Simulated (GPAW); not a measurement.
# Ni6 on Cu4 001: parallel and opposed starts

A self-consistent run ends on one state, which hangs on the start. Several orders of Ni6 on Cu4 001 are started in GPAW and their energies compared.

Main program and level: GPAW 26.7.0; PBE; plane waves with GPAW's PAW setups, scalar-relativistic.

### 1. Set-up

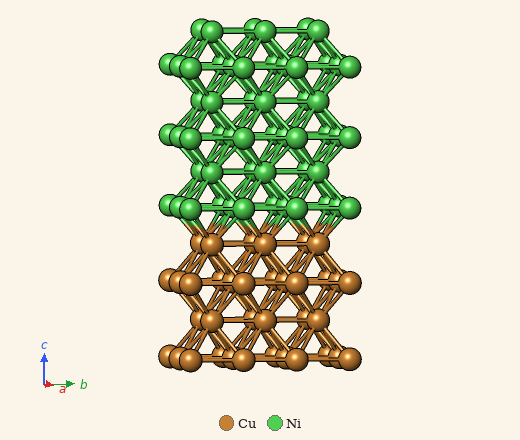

The starting structure, seen from the side, with the c axis up (copper orange, nickel green). 2×3×1 cells are drawn. Some periodic images of atoms are drawn too.

The cell holds 10 atoms: 4 Cu and 6 Ni. Its edges and angles: a = 2.556 Å, b = 2.556 Å, c = 27.496 Å, α = 90.0°, β = 90.0°, γ = 90.0°. ideal sites on the substrate's mesh, layer spacings from atomic volumes, unrelaxed, 12 A of vacuum. Vacuum lies along c.

### 2. Run 1 (ferro ++++++)

Parallel moments need no larger cell; this start tests for a ferromagnetic state only.

Contents of order1.py:

```python
import json
import numpy as np
from ase import Atoms
from ase.parallel import paropen, parprint
from gpaw import GPAW

atoms = Atoms(['Cu', 'Cu', 'Cu', 'Cu', 'Ni', 'Ni', 'Ni', 'Ni', 'Ni', 'Ni'],
    cell=[[2.556191, 0.0, 0.0],
         [0.0, 2.556191, 0.0],
         [0.0, 0.0, 27.495601]],
    scaled_positions=[[0.0, 0.0, 0.218217],
         [0.5, 0.5, 0.283897],
         [0.0, 0.0, 0.349576],
         [0.5, 0.5, 0.415256],
         [0.0, 0.0, 0.478431],
         [0.5, 0.5, 0.539102],
         [0.0, 0.0, 0.599772],
         [0.5, 0.5, 0.660443],
         [0.0, 0.0, 0.721113],
         [0.5, 0.5, 0.781783]],
    pbc=True,
    magmoms=[0.0, 0.0, 0.0, 0.0, 0.8, 0.8, 0.8, 0.8, 0.8, 0.8])
atoms.calc = GPAW(mode={'name': 'pw', 'ecut': 450},
    xc='PBE',
    kpts={'size': (18, 18, 1), 'gamma': True},
    occupations={'name': 'fermi-dirac', 'width': 0.05},
    convergence={'density': 1e-05, 'energy': 1e-05},
    maxiter=200,
    mixer={'name': 'pulay', 'beta': 0.03, 'nmaxold': 8, 'weight': 100},
    symmetry={'tolerance': 1e-4},
    txt='order1.txt')
e = atoms.get_potential_energy(force_consistent=True)
res = {'free_energy': e, 'energy_sigma0': atoms.get_potential_energy(), 'fermi_energy': atoms.calc.get_fermi_level()}
res['moments'] = atoms.get_magnetic_moments().tolist()
res['total'] = atoms.get_magnetic_moment()
parprint('site moments (muB):', np.round(res['moments'], 3))
parprint(f"total moment: {res['total']:.3f} muB")
parprint(f'free energy: {e:.6f} eV')
atoms.calc.write('order1.gpw')
with paropen('results.json', 'w') as f:
    json.dump(res, f)
```

The run is started by

```bash
> OMP_NUM_THREADS=1 mpirun -n 4 gpaw python order1.py > order1.log
```

Numbers of over 12 decimals in the logs are rounded to 6 here.

The program printed:

```text
site moments (muB): [ 0.     0.    -0.004 -0.002  0.476  0.663  0.672  0.68   0.697  0.781]
total moment: 3.728 muB
free energy: -56.563486 eV

--- order1.txt ---
Input parameters:
  mode=PW(ecut=450),
  convergence={'density': 1e-05, 'energy': 1e-05},
  kpts=MonkhorstPack(size=(18, 18, 1), gamma=True),
  maxiter=200,
  mixer=Pulay(name='pulay', nmaxold=8, beta=0.03, weight=100, sigma=0.015, g_ss=None),
  occupations=Occupations(name='fermi-dirac', width=0.05),
  symmetry=Symmetry(tolerance=0.0001),
  xc=XC(name='PBE')

Diagonalizing LCAO Hamiltonian
Converting LCAO to pw mode
   .-----.
  /|     |
 * |     |
 | |     |
 | |     |
 | |     |
 | |     |
 | |     |
 | | Ni  |
 | |     |
 | |     |
 Ni|     |
 | |     |
 | | Ni  |
 | |     |
 | |     |
 Ni|     |
 | | Ni  |
 | |     |
 | |     |
 Ni|     |
 | | Cu  |
 | |     |
 | |     |
 Cu|     |
 | | Cu  |
 | |     |
 | |     |
 | |     |
 Cu|     |
 | |     |
 | |     |
 | |     |
 | |     |
 | .-----.
 |/     /
 *-----*

Atoms  # Å, Bohr magnetons
|   | symbol |        x |        y |         z |    initial magnetic moments |
|---|--------|----------|----------|-----------|-----------------------------|
| 0 |     Cu | 0.000000 | 0.000000 |  6.000008 | ( 0.0000,  0.0000,  0.0000) |
| 1 |     Cu | 1.278096 | 1.278096 |  7.805919 | ( 0.0000,  0.0000,  0.0000) |
| 2 |     Cu | 0.000000 | 0.000000 |  9.611802 | ( 0.0000,  0.0000,  0.0000) |
| 3 |     Cu | 1.278096 | 1.278096 | 11.417713 | ( 0.0000,  0.0000,  0.0000) |
| 4 |     Ni | 0.000000 | 0.000000 | 13.154748 | ( 0.0000,  0.0000,  0.8000) |
| 5 |     Ni | 1.278096 | 1.278096 | 14.822933 | ( 0.0000,  0.0000,  0.8000) |
| 6 |     Ni | 0.000000 | 0.000000 | 16.491092 | ( 0.0000,  0.0000,  0.8000) |
| 7 |     Ni | 1.278096 | 1.278096 | 18.159277 | ( 0.0000,  0.0000,  0.8000) |
| 8 |     Ni | 0.000000 | 0.000000 | 19.827435 | ( 0.0000,  0.0000,  0.8000) |
| 9 |     Ni | 1.278096 | 1.278096 | 21.495593 | ( 0.0000,  0.0000,  0.8000) |

Unit cell  # Å
| periodic |        x |        y |         z |   lengths |    angles |
|----------|----------|----------|-----------|-----------|-----------|
|      yes | 2.556191 | 0.000000 |  0.000000 |  2.556191 | 90.000000 |
|      yes | 0.000000 | 2.556191 |  0.000000 |  2.556191 | 90.000000 |
|      yes | 0.000000 | 0.000000 | 27.495601 | 27.495601 | 90.000000 |

Number of symmetries: 8

BZ-sampling:
  Number of BZ points: 324
  Number of IBZ points: 55

  Monkhorst-Pack size: [18, 18, 1]
  Monkhorst-Pack shift: [0.027778, 0.027778, 0.0]

K-points  # in reciprocal-cell coordinates
|     |                                coordinates |     weight |
|-----|--------------------------------------------|------------|
|   0 | ( -0.00000000,  -0.00000000,   0.00000000) | 0.00308642 |
|   1 | (  0.05555556,  -0.00000000,   0.00000000) | 0.01234568 |
|   2 | (  0.05555556,   0.05555556,   0.00000000) | 0.01234568 |
|   3 | (  0.11111111,  -0.00000000,   0.00000000) | 0.01234568 |
|   4 | (  0.11111111,   0.05555556,   0.00000000) | 0.02469136 |
|   5 | (  0.11111111,   0.11111111,   0.00000000) | 0.01234568 |
|   6 | (  0.16666667,  -0.00000000,   0.00000000) | 0.01234568 |
|   7 | (  0.16666667,   0.05555556,   0.00000000) | 0.02469136 |
|   8 | (  0.16666667,   0.11111111,   0.00000000) | 0.02469136 |
|   9 | (  0.16666667,   0.16666667,   0.00000000) | 0.01234568 |
| ... |                                            |            |
|  54 | (  0.50000000,   0.50000000,   0.00000000) | 0.00308642 |

Plane wave coefficients: 3951
Cutoff: 450.000000 eV

Spin-components: 2 (collinear spins)
Bands:           91
Projectors:      60
Spin-degeneracy: 1
Datatype:        complex128

Parallelization:
  kpt:    4
  domain: 1
  band:   1

Density:
  Valence electrons: 140.0
  Components: 2
  Grid points: [ 14  14 135]
  Charge: 0.0  # |e|

Potential:
  Grid points: [ 14  14 135]

species:
  Cu:
    name:    Copper
    Z:       29.0
    valence: 11
    core:    18
    charge:  0.0  # [|e|]
    compensation charges:
      type: gauss
      rc: 0.33  # [Å]
      lmax: 2
    cutoffs:
      filter: 2.06  # [Å]
      core: 2.43  # [Å]
    projectors
    | kind |    occ | energy [eV] | rcut [Å] |
    |------|--------|-------------|----------|
    |   4s |  1.000 |      -4.609 |    1.164 |
    |   4p |  0.000 |      -0.698 |    1.164 |
    |   3d | 10.000 |      -5.039 |    1.058 |
    |    s |        |      22.603 |    1.164 |
    |    p |        |      26.513 |    1.164 |
    |    d |        |      22.172 |    1.058 |

    Using partial waves for Cu as LCAO basis

  Ni:
    name:    Nickel
    Z:       28.0
    valence: 16
    core:    12
    charge:  0.0  # [|e|]
    compensation charges:
      type: gauss
      rc: 0.36  # [Å]
      lmax: 2
    cutoffs:
      filter: 2.14  # [Å]
      core: 1.98  # [Å]
    projectors
    | kind |    occ | energy [eV] | rcut [Å] |
    |------|--------|-------------|----------|
    |   4s |  2.000 |      -5.642 |    1.164 |
    |   3p |  6.000 |     -71.394 |    1.207 |
    |   4p |  0.000 |      -1.226 |    1.207 |
    |   3d |  8.000 |      -8.875 |    1.138 |
    |    s |        |      21.570 |    1.164 |
    |    d |        |      18.337 |    1.138 |

    Using partial waves for Ni as LCAO basis

Reference energy: -428293.798048  # eV

eigensolver:
  PPCG
  Converge bands: occupied
  niter=2

density mixing:
  Pulay-Mixer
  Linear mixing parameters: 0.03
  Old densities: 8
  Fourier metric: weight=100, sigma=0.015

occupation numbers:
  Fermi-Dirac:
    width: 0.0500  # eV

poisson solver:
  ecut: 3600.000000  # eV

xc functional:
  name: PBE with 2 nearest neighbor stencil

convergence criteria:
- Maximum integral of absolute [dens]ity change: 1e-05 electrons / valence electron
- Maximum [total energy] change in last 3 cyles: 1e-05 eV / valence electron
- Maximum integral of absolute [eigenst]ate change: 4e-08 eV^2 / valence electron
maximum number of iterations: 200

SCF iterations
|iter     |      energy | eigst |  dens |  magmom |
|---------|-------------|-------|-------|---------|
|iter:   1|       0s |  -85.387799 | +0.57 |       |  +4.8043|
|iter:   2|      17s | -380.403518 | +2.02 | -0.72 |  +4.6693|
|iter:   3|      35s |  -83.206658 | +1.06 | -0.38 |  +4.6574|
|iter:   4|      52s |  -60.009193 | +0.71 | -0.80 |  +4.6396|
|iter:   5|      69s |  -58.670650 | -0.63 | -1.16 |  +4.6421|
|iter:   6|      87s |  -57.543036 | -1.69 | -1.20 |  +4.6291|
|iter:   7|     104s |  -57.202132 | -2.09 | -1.33 |  +4.5827|
|iter:   8|     121s |  -56.734920 | -2.40 | -1.29 |  +4.5376|
|iter:   9|     138s |  -56.386295 | -1.97 | -1.46 |  +4.4356|
|iter:  10|     155s |  -56.331311 | -2.10 | -1.64 |  +4.3410|
[... 42 iterations left out ...]
|iter:  53|     847s |  -56.515853c| -7.83c| -4.51 |  +3.7286|
|iter:  54|     855s |  -56.515852c| -7.87c| -4.49 |  +3.7287|
|iter:  55|     863s |  -56.515851c| -8.13c| -4.51 |  +3.7286|
|iter:  56|     871s |  -56.515848c| -7.92c| -4.53 |  +3.7285|
|iter:  57|     880s |  -56.515849c| -8.10c| -4.53 |  +3.7283|
|iter:  58|     888s |  -56.515850c| -8.21c| -4.55 |  +3.7282|
|iter:  59|     896s |  -56.515851c| -8.09c| -4.59 |  +3.7282|
|iter:  60|     913s |  -56.515858c| -7.73c| -4.65 |  +3.7284|
|iter:  61|     922s |  -56.515859c| -8.09c| -4.98 |  +3.7284|
|iter:  62|     930s |  -56.515859c| -8.38c| -5.12c|  +3.7284|

Converged in 62 steps
Energy contributions relative to reference atoms: (reference = -428293.798048)

Energy contributions:
  Kinetic:         -12.465404
  Coulomb:          12.083421
  Zero:              1.175655
  External:          0.000000
  Xc:              -57.261904
  Entropy:          -0.095254
  Spinorbit:         0.000000
  ----------------------------
  Free energy:     -56.563486
  Extrapolated:    -56.515859

dipole moment: (-26.790701, -26.790701, -0.038673)  # |e|*Ang

Total magnetic moment: (0.000000, 0.000000, 3.728359)

Local magnetic moments
|        x |        y |         z |
|----------|----------|-----------|
| 0.000000 | 0.000000 |  0.000175 |  # Cu   0
| 0.000000 | 0.000000 |  0.000226 |  # Cu   1
| 0.000000 | 0.000000 | -0.004262 |  # Cu   2
| 0.000000 | 0.000000 | -0.002030 |  # Cu   3
| 0.000000 | 0.000000 |  0.475526 |  # Ni   4
| 0.000000 | 0.000000 |  0.663186 |  # Ni   5
| 0.000000 | 0.000000 |  0.671770 |  # Ni   6
| 0.000000 | 0.000000 |  0.680213 |  # Ni   7
| 0.000000 | 0.000000 |  0.696613 |  # Ni   8
| 0.000000 | 0.000000 |  0.780702 |  # Ni   9

Fermi level: 3.490
Eigenvalues  # (at kpt = [-0.000, -0.000, 0.000])
| band index |      eig [eV] | occ [0-1] |      eig [eV] | occ [0-1] |
|------------|---------------|-----------|---------------|-----------|
|          0 |       -60.686 |     1.000 |       -59.846 |     1.000 |
|        ... |               |           |               |           |
|         65 |         2.311 |     1.000 |         3.055 |     1.000 |
|         66 |         2.421 |     1.000 |         3.055 |     1.000 |
|         67 |         2.423 |     1.000 |         3.061 |     1.000 |
|         68 |         2.686 |     1.000 |         3.068 |     1.000 |
|         69 |         2.741 |     1.000 |         3.311 |     0.973 |
|         70 |         2.741 |     1.000 |         3.507 |     0.415 |
|         71 |         2.858 |     1.000 |         3.552 |     0.223 |
|         72 |         2.911 |     1.000 |         3.552 |     0.223 |
|         73 |         2.955 |     1.000 |         3.660 |     0.032 |
|         74 |         2.980 |     1.000 |         3.864 |     0.001 |
|         75 |         2.980 |     1.000 |         3.864 |     0.001 |
|         76 |         4.001 |     0.000 |         4.055 |     0.000 |
|         77 |         4.887 |     0.000 |         4.916 |     0.000 |
|         78 |         6.169 |     0.000 |         6.160 |     0.000 |
|         79 |         7.940 |     0.000 |         7.923 |     0.000 |
|         80 |         8.708 |     0.000 |         8.687 |     0.000 |
|        ... |               |           |               |           |
|         90 |        17.424 |     0.000 |        17.442 |     0.000 |

No gap
No difference between direct/indirect transitions
```

Run time: 16 min. Hardware: 4 MPI ranks of Arm Neoverse V2, shared host; peak memory 1.6 GiB; 64 min of CPU time.

Spin moment in the augmentation sphere by atom:

```
atom  spin moment in the augmentation sphere (μB)
 Cu1                                        0.000
 Cu2                                        0.000
 Cu3                                       -0.004
 Cu4                                       -0.002
 Ni5                                        0.476
 Ni6                                        0.663
 Ni7                                        0.672
 Ni8                                        0.680
 Ni9                                        0.697
Ni10                                        0.781
```

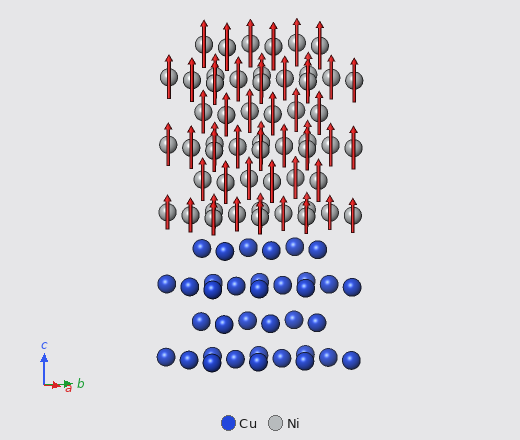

Spin moment in the augmentation sphere as arrows, the longest 0.781 μB. Up and down stand for the sign. Arrows give size and sign along the axis of quantisation, drawn up and down the page. 2×3×1 cells are drawn. Some periodic images of atoms are drawn too.

This step gave:

```
magnetization : 3.728 μB
final state   : ferromagnetic
```

After 62 cycles the largest moment stands at 0.781 μB.

(Continued in part 2 of 2.)

[Logs and program files are shortened in this print: banners, set-up blocks, solver, clock and traceback lines can be left out without a mark of their own.]

[Logs are printed without paths, hosts, clocks, repeated set-up lines and the standing remarks that a program may print on its own settings, such as how far it seeks lower states.]

[Hosts, paths, dates, database ids (printed as entryN), source tags and the programs' standing remarks are cut or masked in the printed files.]

[Where a cell is said to come from a database of computed structures, the database is the Materials Project.]
